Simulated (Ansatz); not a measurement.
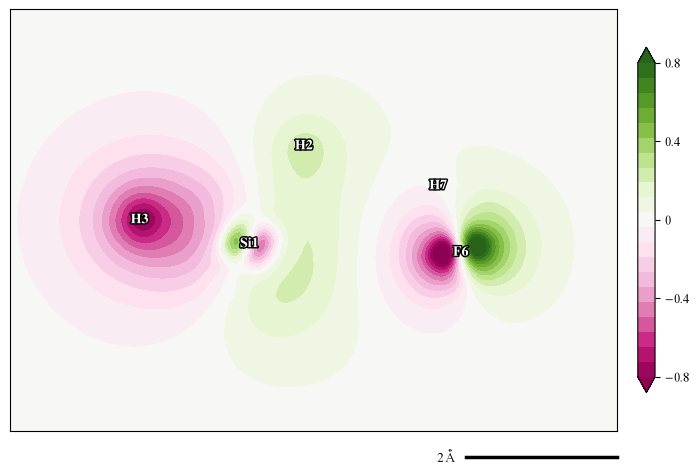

*SiH$_{4}$···HF. The HOMO on the plane of atoms H2, Si1 and H3 (values in Å⁻³ᐟ²; the overall sign is arbitrary).*

Not at a stationary point (largest force 0.6 eV/Å).

Level of theory: RKS PBE/def2-SVP in Ansatz 0.2.0.

Input

```
crystal:
  periodic: [false, false, false]
  atoms:
    - { symbol: Si, position_ang: [0.0, 0.0, 0.0] }
    - { symbol: H, position_ang: [0.0, 0.0, 1.81] }
    - { symbol: H, position_ang: [1.3768, 0.0, -0.4862] }
    - { symbol: H, position_ang: [-0.6877, 1.1914, -0.4862] }
    - { symbol: H, position_ang: [-0.6877, -1.1914, -0.4862] }
    - { symbol: F, position_ang: [-1.7936, 0.0, 0.596] }
    - { symbol: H, position_ang: [-0.9735, 0.0, 1.693] }
basis:
  gaussian: { orbitals: def2-SVP }
hamiltonian:
  xc: pbe
relax:
  f_tol: 0.15
  max_steps: 25
  restrain:
    - { distance: [0, 5], at: 2.79, k: 30.0 }
    - { distance: [6, 1], at: 1.86, k: 30.0 }
    - { distance: [0, 1], at: 1.46, k: 30.0 }
    - { distance: [6, 5], at: 0.92, k: 30.0 }
output:
  orbitals: {}
```

Launched as:

```sh
ansatz run input.yaml --threads 1 --pin off --max-ram 2048MiB --backend cpu --events-out ev --progress --plain --runs-dir out
```

The fields are those of the run's last geometry, not of the input's.

Q: Describe this orbital and give its energy.

A: Its weight (Hirshfeld) is mainly on Si1 (about 35 %), H3 (about 30 %) and F6 (about 20 %). Its energy is −8.09 eV.
